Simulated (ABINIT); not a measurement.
# Completion of the band sum in GW: KCl (Sylvite)

Aim: few bands, with and without a completion of the sum over empty states, for KCl (Sylvite).

Program: ABINIT 10.8.3. Level of theory: PBE and many-body steps on it, plane waves. Results are calculated unless marked as measured.

## Step 1: Starting point

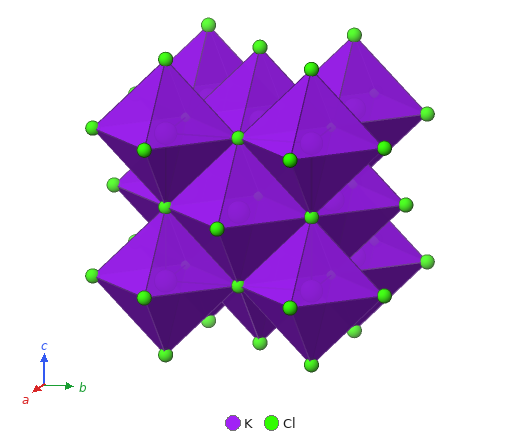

The cell as given, slightly off an axis (potassium purple, chlorine green). This picture shows the conventional cell, with its axes. Some periodic images of atoms are drawn too.

The cell and positions come from the Crystallography Open Database and are kept as given unless a step says otherwise.

## Step 2: Empty states on the mesh, 4×4×4 mesh, 392 bands

This step: ABINIT 10.8.3; DFT, PBE, plane waves, norm-conserving pseudopotentials.

The sums over transitions need many empty states on a uniform mesh; this step solves for them.

Contents of run.abi:

```
acell 3*1.0 Angstrom
rprim 
  -0.000000000000 3.146470000000 3.146470000000
  3.146470000000 0.000000000000 3.146470000000
  3.146470000000 3.146470000000 -0.000000000000
ntypat 2
znucl 19 17
natom 2
typat 1 2
xred 
  0.000000000000 0.000000000000 0.000000000000
  0.500000000000 0.500000000000 0.500000000000
pp_dirpath "pseudos"
pseudos "K.upf, Cl.upf"
ecut 33
ngkpt 4 4 4
nshiftk 1
shiftk 0 0 0
kptopt 1
chksymbreak 0
irdden 1
istwfk *1
nband 392
prtvol 0
optdriver 6
gwr_task "HDIAGO"
paral_kgb 0
occopt 1
indata_prefix "in"
outdata_prefix "out"
tmpdata_prefix "tmp"
```

On the command line:

```bash
$ OMP_NUM_THREADS=1 mpirun -n 4 abinit run.abi > log
```

The program printed:

```text
.Version 10.8.3 of ABINIT. v10.8.2 released Aug 2026.

 Symmetries : space group Fm -3 m (#225); Bravais cF (face-center cubic)
[... echo of the input left out ...]
== DATASET  1 ==================================================================
-   mpi_nproc: 4, omp_nthreads: 1 (-1 if OMP is not activated)

--- !DatasetInfo
iteration_state: {dtset: 1, }
dimensions: {natom: 2, nkpt: 8, mband: 392, nsppol: 1, nspinor: 1, nspden: 1, mpw: 3839, }
cutoff_energies: {ecut:  33.0, pawecutdg:  -1.0, }
[...]
Direct band gap semiconductor
 Fundamental gap:     5.190 (eV)
   VBM:    -0.231 (eV) at k: [ 0.0000E+00,  0.0000E+00,  0.0000E+00]
   CBM:     4.958 (eV) at k: [ 0.0000E+00,  0.0000E+00,  0.0000E+00]
 Direct gap:         5.190 (eV) at k: [ 0.0000E+00,  0.0000E+00,  0.0000E+00]

== END DATASET(S) ==============================================================
================================================================================

 -outvars: echo values of variables after computation  --------
           etotal      0.0000000000E+00
            nband         392
             nkpt           8
          spgroup         225
 [... the other variables as echoed above ...]

 Calculation completed.
```

It took 86 s on 4 MPI ranks of Arm Neoverse V1, shared host; peak memory 3.4 GiB.

This step gave:

```
gap                                                           : 5.190 eV
k of the valence top                                          : 0, 0, 0
k of the conduction bottom                                    : 0, 0, 0
least direct gap                                              : 5.190 eV
k points computed                                             : 8
lowest point of the top converged band, above the valence top : 185.4152 eV
```

On this mesh the gap is 5.190 eV.

The density comes from a self-consistent run that is not shown.

## Step 3: Screening, 4×4×4 mesh, 384 bands, screening to 266.7 eV

The RPA dielectric matrix is built and inverted for each q.

This step: RPA screening on PBE, plane waves, norm-conserving pseudopotentials.

Edit run.abi of step 2 so:

```diff
@@ -20,10 +20,11 @@
 chksymbreak 0
-irdden 1
 istwfk *1
-nband 392
-prtvol 0
-optdriver 6
-gwr_task "HDIAGO"
-paral_kgb 0
 occopt 1
+irdwfk 1
+optdriver 3
+nband 384
+ecuteps 9.8
+inclvkb 2
+awtr 1
+symchi 1
 indata_prefix "in"
```

The program printed:

```text
.Version 10.8.3 of ABINIT. v10.8.2 released Aug 2026.

 Symmetries : space group Fm -3 m (#225); Bravais cF (face-center cubic)
[... echo of the input left out ...]
== DATASET  1 ==================================================================
-   mpi_nproc: 4, omp_nthreads: 1 (-1 if OMP is not activated)

--- !DatasetInfo
iteration_state: {dtset: 1, }
dimensions: {natom: 2, nkpt: 8, mband: 384, nsppol: 1, nspinor: 1, nspden: 1, mpw: 3839, }
cutoff_energies: {ecut:  33.0, pawecutdg:  -1.0, }
electrons: {nelect:   1.60000000E+01, charge:   0.00000000E+00, occopt:   1.00000000E+00, tsmear:   1.00000000E-02, }

 SCREENING: Calculation of the susceptibility and dielectric matrices

 Based on a program developped by R.W. Godby, V. Olevano, G. Onida, and L. Reining.
 Incorporated in ABINIT by V. Olevano, G.-M. Rignanese, and M. Torrent.
.Using double precision arithmetic ; gwpc =  8

[... cell and pseudopotentials left out ...]
--------------------------------------------------------------------------------

 ==== K-mesh for the wavefunctions ====
 Number of points in the irreducible wedge :     8
[... list of points left out ...]
 Together with 48 symmetry operations and time-reversal symmetry
 yields    64 points in the full Brillouin Zone.

 ==== Q-mesh for the screening function ====
 Number of points in the irreducible wedge :     8
[... list of points left out ...]
 Together with 48 symmetry operations and time-reversal symmetry
 yields    64 points in the full Brillouin Zone.

 setmesh: FFT mesh size selected  =    36x   36x   36
          total number of points  =        46656

 vcoul_init : cutoff-mode = AUXILIARY_FUNCTION
 q-points for optical limit:   1
     1)      0.000010    0.000020    0.000030

- screening: taking advantage of time-reversal symmetry
- Maximum band index for partially occupied states nbvw = 8
- Remaining bands to be divided among processors   nbcw = 376
- Number of bands treated by each node ~94

 Number of electrons calculated from density =   16.0000; Expected =   16.0000
 average of density, n =  0.038056
 r_s =    1.8443
 omega_plasma =   18.8177 [eV]

 calculating chi0 at frequencies [eV] :
  1    0.000000E+00    0.000000E+00
  2    0.000000E+00    1.881772E+01

--------------------------------------------------------------------------------
  q-point number  1        q = ( 0.000000, 0.000000, 0.000000) [r.l.u.]
--------------------------------------------------------------------------------
[... chi0 elements left out ...]
 For q-point:  0.000010 0.000020 0.000030
  dielectric constant =   2.1775
  dielectric constant without local fields =   2.5858

  Average fulfillment of the sum rule on Im[epsilon] for q-point    1 :     86.85  [%]
[... wings left out ...]
  q-point number  2        q = ( 0.250000, 0.000000, 0.000000) [r.l.u.]
--------------------------------------------------------------------------------
[... chi0 elements left out ...]
  Average fulfillment of the sum rule on Im[epsilon] for q-point    2 :     88.00  [%]

 [... 6 further q-points ...]
```

Elapsed: 4 min, on 4 MPI ranks; peak memory 3 GiB; 16 min of CPU time.

Numbers from this step:

```yaml
eps_infinity_with_local_fields_on_this_mesh_along_the_program_s_q_direction: 2.178
the_same_without_local_fields: 2.586
plasma_frequency: 18.82 eV
plane_waves_in_the_screening_matrix: 609
```

Local fields lower ε∞ by 16 %.

## Step 4: 384 bands

The self-energy is evaluated for the states that the input lists, and the levels follow from it, in one-shot runs by the linearised quasiparticle equation.

This step: G0W0 on PBE, plane waves, norm-conserving pseudopotentials.

Edit run.abi of step 3 so:

```diff
@@ -23,8 +23,15 @@
 irdwfk 1
-optdriver 3
+optdriver 4
 nband 384
+gwcalctyp 0
+ecutsigx 33
+symsigma 1
+nkptgw 1
+kptgw 
+  0.0000000000 0.0000000000 0.0000000000
+bdgw 
+  6 12
 ecuteps 9.8
-inclvkb 2
-awtr 1
-symchi 1
+irdscr 1
+ppmodel 1
 indata_prefix "in"
```

The program printed:

```text
.Version 10.8.3 of ABINIT. v10.8.2 released Aug 2026.

 Symmetries : space group Fm -3 m (#225); Bravais cF (face-center cubic)
[... echo of the input left out ...]
== DATASET  1 ==================================================================
-   mpi_nproc: 4, omp_nthreads: 1 (-1 if OMP is not activated)

--- !DatasetInfo
iteration_state: {dtset: 1, }
dimensions: {natom: 2, nkpt: 8, mband: 384, nsppol: 1, nspinor: 1, nspden: 1, mpw: 3839, }
cutoff_energies: {ecut:  33.0, pawecutdg:  -1.0, }
electrons: {nelect:   1.60000000E+01, charge:   0.00000000E+00, occopt:   1.00000000E+00, tsmear:   1.00000000E-02, }

 SIGMA: Calculation of the GW corrections

 Based on a program developped by R.W. Godby, V. Olevano, G. Onida, and L. Reining.
 Incorporated in ABINIT by V. Olevano, G.-M. Rignanese, and M. Torrent.
.Using double precision arithmetic ; gwpc =  8

[... cell and pseudopotentials left out ...]
--------------------------------------------------------------------------------

 ==== K-mesh for the wavefunctions ====
 Number of points in the irreducible wedge :     8
[... list of points left out ...]
 Together with 48 symmetry operations and time-reversal symmetry
 yields    64 points in the full Brillouin Zone.

 ==== Q-mesh for screening function ====
 Number of points in the irreducible wedge :     8
[... list of points left out ...]
 Together with 48 symmetry operations and time-reversal symmetry
 yields    64 points in the full Brillouin Zone.

 vcoul_init : cutoff-mode = AUXILIARY_FUNCTION
 q-points for optical limit:   1
     1)      0.000010    0.000020    0.000030
 setmesh: FFT mesh size selected  =    45x   45x   45
          total number of points  =        91125

 Number of electrons calculated from density =   16.0000; Expected =   16.0000
 average of density, n =  0.038056
 r_s =    1.8443
 omega_plasma =   18.8177 [eV]

 === KS Band Gaps ===
  >>>> For spin  1
   Minimum direct gap =   5.1895 [eV], located at k-point      :   0.0000  0.0000  0.0000
   Fundamental gap    =   5.1895 [eV], Top of valence bands at :   0.0000  0.0000  0.0000
                                       Bottom of conduction at :   0.0000  0.0000  0.0000
 SIGMA fundamental parameters:
 PLASMON POLE MODEL  1
 number of plane-waves for SigmaX                 3839
 number of plane-waves for SigmaC and W            609
 number of plane-waves for wavefunctions          3839
 number of bands                                   384
 number of independent spin polarizations            1
 number of spinorial components                      1
 number of k-points in IBZ                           8
 number of q-points in IBZ                           8
 number of symmetry operations                      48
 number of k-points in BZ                           64
 number of q-points in BZ                           64
 number of frequencies for dSigma/dE                 9
 frequency step for dSigma/dE [eV]                0.25
 number of omega for Sigma on real axis              0
 max omega for Sigma on real axis  [eV]           0.00
 zcut for avoiding poles [eV]                     0.10

 EPSILON^-1 parameters (SCR file):
 dimension of the eps^-1 matrix on file            609
 dimension of the eps^-1 matrix used               609
 number of plane-waves for wavefunctions          3839
 number of bands                                   384
 number of q-points in IBZ                           8
 number of frequencies                               2
 number of real frequencies                          1
 number of imag frequencies                          1

 matrix elements of self-energy operator (all in [eV])

 Perturbative Calculation

--- !SelfEnergy_ee
iteration_state: {dtset: 1, }
kpoint     : [   0.000,    0.000,    0.000, ]
spin       : 1
KS_gap     :    5.190
QP_gap     :    8.190
Delta_QP_KS:    3.000
data: !SigmaeeData |
     Band     E0 <VxcDFT>   SigX SigC(E0)      Z dSigC/dE  Sig(E)    E-E0       E
        6  -0.231 -14.148 -18.664   1.594   0.807  -0.240 -16.506  -2.358  -2.590
        7  -0.231 -14.148 -18.664   1.594   0.807  -0.240 -16.506  -2.358  -2.590
        8  -0.231 -14.148 -18.664   1.594   0.807  -0.240 -16.506  -2.358  -2.590
        9   4.958  -6.955  -3.245  -2.974   0.872  -0.146  -6.313   0.642   5.600
       10   8.135  -8.956  -4.051  -3.118   0.867  -0.153  -7.407   1.550   9.685
       11   8.135  -8.956  -4.051  -3.118   0.867  -0.153  -7.407   1.550   9.685
       12   8.135  -8.956  -4.051  -3.118   0.867  -0.153  -7.407   1.550   9.685

== END DATASET(S) ==============================================================
================================================================================

 -outvars: echo values of variables after computation  --------
           etotal      0.0000000000E+00
            nband         384
             nkpt           8
          spgroup         225
 [... the other variables as echoed above ...]

 Calculation completed.
```

Wall time 96 s (4 MPI ranks); peak memory 3.5 GiB; 6.4 min of CPU time.

This step gave:

| Property | Result |
| --- | --- |
| G0W0 gap on the points computed | 8.19 eV |
| starting gap on the mesh | 5.190 eV |
| k of the valence top | 0, 0, 0 |
| k of the conduction bottom | 0, 0, 0 |
| Z at the valence top | 0.807 |
| Z at the conduction bottom | 0.872 |
| least direct G0W0 gap on the computed points | 8.19 eV |

The gap on the mesh goes from 5.19 eV to 8.19 eV, a correction of +3.00 eV.

## Step 5: Screening, 4×4×4 mesh, 41 bands, screening to 266.7 eV

This step: RPA screening on PBE, plane waves, norm-conserving pseudopotentials.

Edit run.abi of step 4 so:

```diff
@@ -23,15 +23,8 @@
 irdwfk 1
-optdriver 4
-nband 384
-gwcalctyp 0
-ecutsigx 33
-symsigma 1
-nkptgw 1
-kptgw 
-  0.0000000000 0.0000000000 0.0000000000
-bdgw 
-  6 12
+optdriver 3
+nband 41
 ecuteps 9.8
-irdscr 1
-ppmodel 1
+inclvkb 2
+awtr 1
+symchi 1
 indata_prefix "in"
```

The program printed:

```text
.Version 10.8.3 of ABINIT. v10.8.2 released Aug 2026.

 Symmetries : space group Fm -3 m (#225); Bravais cF (face-center cubic)
[... echo of the input left out ...]
== DATASET  1 ==================================================================
-   mpi_nproc: 4, omp_nthreads: 1 (-1 if OMP is not activated)

--- !DatasetInfo
iteration_state: {dtset: 1, }
dimensions: {natom: 2, nkpt: 8, mband: 41, nsppol: 1, nspinor: 1, nspden: 1, mpw: 3839, }
cutoff_energies: {ecut:  33.0, pawecutdg:  -1.0, }
electrons: {nelect:   1.60000000E+01, charge:   0.00000000E+00, occopt:   1.00000000E+00, tsmear:   1.00000000E-02, }

 SCREENING: Calculation of the susceptibility and dielectric matrices

 Based on a program developped by R.W. Godby, V. Olevano, G. Onida, and L. Reining.
 Incorporated in ABINIT by V. Olevano, G.-M. Rignanese, and M. Torrent.
.Using double precision arithmetic ; gwpc =  8

[... cell and pseudopotentials left out ...]
--------------------------------------------------------------------------------

 ==== K-mesh for the wavefunctions ====
 Number of points in the irreducible wedge :     8
[... list of points left out ...]
 Together with 48 symmetry operations and time-reversal symmetry
 yields    64 points in the full Brillouin Zone.

 ==== Q-mesh for the screening function ====
 Number of points in the irreducible wedge :     8
[... list of points left out ...]
 Together with 48 symmetry operations and time-reversal symmetry
 yields    64 points in the full Brillouin Zone.

 setmesh: FFT mesh size selected  =    36x   36x   36
          total number of points  =        46656

 vcoul_init : cutoff-mode = AUXILIARY_FUNCTION
 q-points for optical limit:   1
     1)      0.000010    0.000020    0.000030

- screening: taking advantage of time-reversal symmetry
- Maximum band index for partially occupied states nbvw = 8
- Remaining bands to be divided among processors   nbcw = 33
- Number of bands treated by each node ~8

 Number of electrons calculated from density =   16.0000; Expected =   16.0000
 average of density, n =  0.038056
 r_s =    1.8443
 omega_plasma =   18.8177 [eV]

 calculating chi0 at frequencies [eV] :
  1    0.000000E+00    0.000000E+00
  2    0.000000E+00    1.881772E+01

--------------------------------------------------------------------------------
  q-point number  1        q = ( 0.000000, 0.000000, 0.000000) [r.l.u.]
--------------------------------------------------------------------------------
[... chi0 elements left out ...]
 For q-point:  0.000010 0.000020 0.000030
  dielectric constant =   2.1699
  dielectric constant without local fields =   2.5798

  Average fulfillment of the sum rule on Im[epsilon] for q-point    1 :     48.02  [%]
[... wings left out ...]
  q-point number  2        q = ( 0.250000, 0.000000, 0.000000) [r.l.u.]
--------------------------------------------------------------------------------
[... chi0 elements left out ...]
  Average fulfillment of the sum rule on Im[epsilon] for q-point    2 :     66.57  [%]

 [... 6 further q-points ...]
```

Elapsed: 27 s, on 4 MPI ranks; peak memory 0.84 GiB; 1.8 min of CPU time.

Numbers from this step:

| Property | Result |
| --- | --- |
| ε∞ with local fields, on this mesh, along the program's q direction | 2.170 |
| the same without local fields | 2.580 |
| plasma frequency | 18.82 eV |
| plane waves in the screening matrix | 609 |

(Continued in part 2 of 2.)

[Paths, hosts, dates, memory and timing lines, banners, echoed tables and standing remarks are left out of the program output.]

[Logs are printed without paths, hosts, clocks, repeated set-up lines and the standing remarks that a program may print on its own settings, such as how far it seeks lower states.]

[Runs of the session that timed out or met a known fault of the program may be left out.]

[Hosts, paths, dates, database ids (printed as entryN), source tags and the programs' standing remarks are cut or masked in the printed files.]

[G0W0 gaps are taken among the corrected bands and points alone; a level outside them can change the order at an edge.]

[Where Ansatz stands beside ABINIT at settings called matched, ABINIT's density can come from a denser mesh and the files from another edition; pairs whose starting gaps differed by over 0.03 eV were left out, so agreement reads better than it is.]
